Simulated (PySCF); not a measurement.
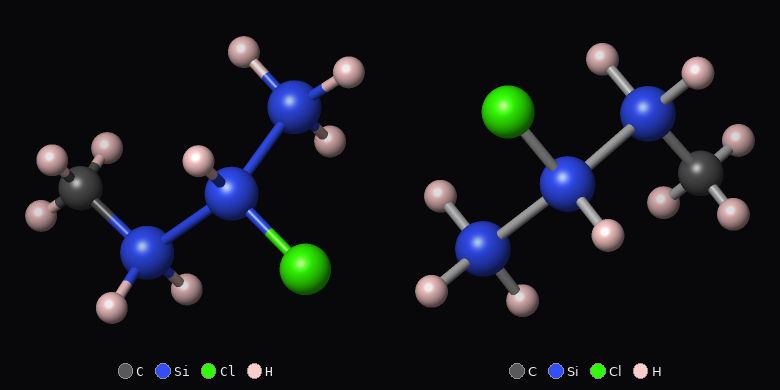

The same structure drawn twice, from different directions.

Computed geometry: PBE0-D3(BJ)/def2-SVP optimisation. No frequency run is at hand to confirm it as a minimum.

Description:

It has 14 atoms: 1 carbon, 9 hydrogen, 1 chlorine and 3 silicon (CH9ClSi3). As SMILES it reads `C[SiH2][Si@H]([SiH3])Cl`. It has no ring. Among its groups: Si–H bond. The point group is C1. Coordination: 1 C tetrahedral; 3 Si tetrahedral.

The parts below concern this one geometry. Atoms keep their numbers from picture to picture.

**Shape**

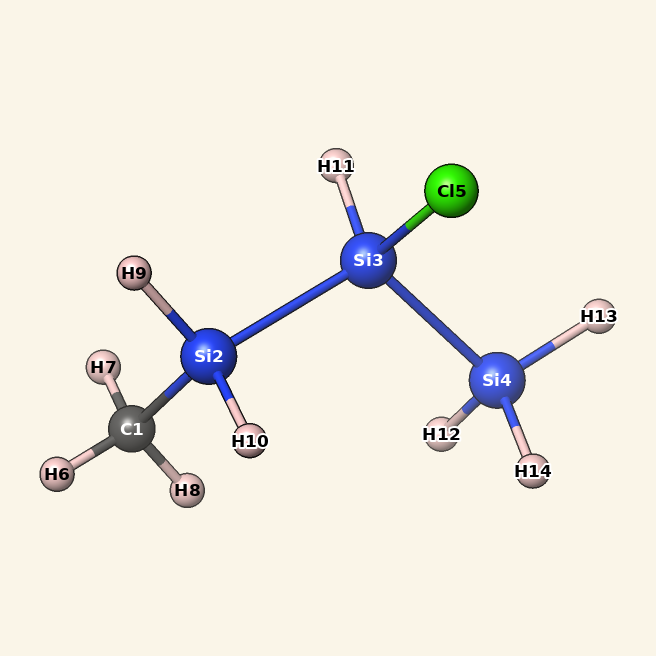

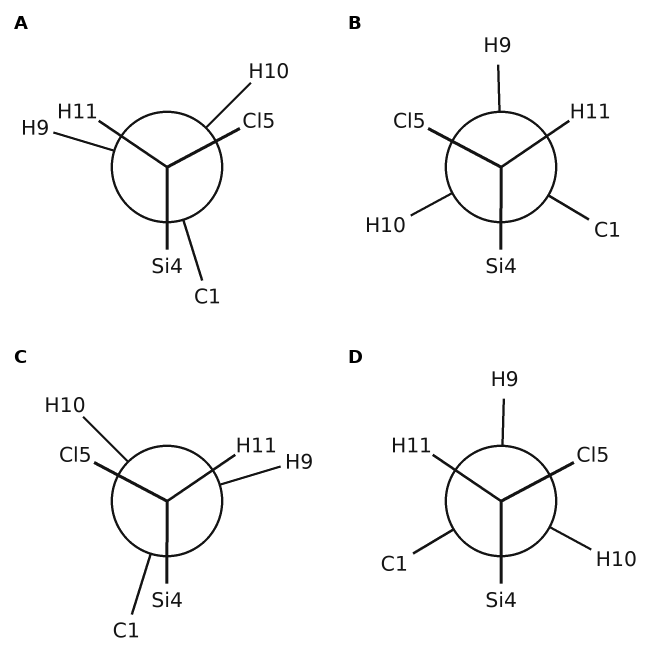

Distant atoms are faded towards the background colour. Bonds that would overlap in a projection are set slightly apart. No frequency run is at hand to confirm it as a minimum.

Which Newman projection shows the view along Si3–Si2, with Si3 in front?

B. The torsion angle Cl5–Si3–Si2–C1 is −177°, antiperiplanar (anti).

**Quadrupole coupling**

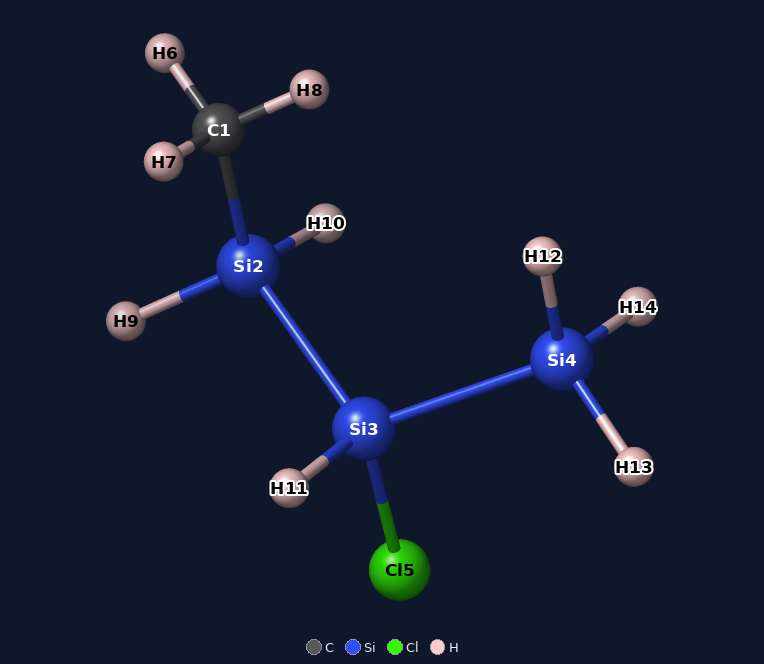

No frequency run is at hand to confirm it as a minimum. Electric field gradients from the ground-state density, PBE0/pcSseg-1 in acetone (IEF-PCM) (PySCF 2.14.0), non-relativistic apart from any core potentials.

Give the largest field-gradient component, the quadrupole coupling constant and the asymmetry for 35Cl at Cl5 (Q = −81.7 mb), 2H at H6 (Q = 2.86 mb), 2H at H7 (Q = 2.86 mb).

```
atom  V_zz (a.u.)  e²qQ/h (MHz)     η
 Cl5        2.275         −43.7  0.01
  H6        0.297         0.200  0.01
  H7        0.296         0.199  0.01
```

**NMR shielding**

The questions are on isotropic NMR shieldings of the Si atoms. No frequency run is at hand to confirm it as a minimum. Level of theory: GIAO HF/pcSseg-2 NMR shielding, non-relativistic, gas phase (PySCF 2.14.0).

List the isotropic NMR shieldings of the Si atoms.

```json
{"atom": "Si2", "σ (ppm)": "440.4"}
{"atom": "Si3", "σ (ppm)": "405.3"}
{"atom": "Si4", "σ (ppm)": "473.5"}
```

**Levels of theory compared**

No frequency run is at hand to confirm it as a minimum. Program: PySCF 2.14.0.

Compare HOMO energy (eV) at these levels: B3LYP/def2-SVPD; B3LYP/def2-SVPD in acetone (IEF-PCM); HF/pcSseg-2; PBE0/pcSseg-1; PBE0/pcSseg-1 in acetone (IEF-PCM); PBE0/pcSseg-1 in dimethylsulfoxide (IEF-PCM).

| level | HOMO energy (eV) |
| --- | --- |
| B3LYP/def2-SVPD | −7.46 |
| B3LYP/def2-SVPD in acetone (IEF-PCM) | −7.36 |
| HF/pcSseg-2 | −10.21 |
| PBE0/pcSseg-1 | −7.75 |
| PBE0/pcSseg-1 in acetone (IEF-PCM) | −7.63 |
| PBE0/pcSseg-1 in dimethylsulfoxide (IEF-PCM) | −7.62 |
